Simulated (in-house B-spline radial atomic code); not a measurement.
The iron ion Fe²⁺ in the configuration [Ar] 3d6 (high spin). All runs are scalar-relativistic, spin-polarised and spherical, computed with an in-house B-spline radial code (spin-free X2C). Hartree-Fock is the average over the configuration. Wanted, and plotted below: the eigenvalue (eV) of the 3d down orbital by 5 methods.

The deepest is Hartree-Fock (−30.8) and the shallowest TPSS (−22.9), a spread of 7.83 eV. In order (eV): Hartree-Fock (−30.8), LDA (VWN5) (−23.7), BP86 (−23.4), PW91 (−23.4), TPSS (−22.9). On the whole, exact exchange removes self-interaction and deepens occupied levels. The measured ionisation energy (NIST) is 30.7 eV, and minus the eigenvalue comes closest to it for Hartree-Fock.

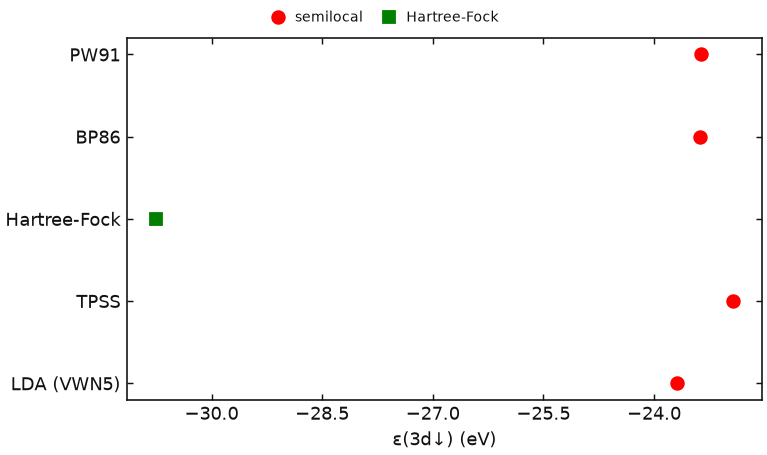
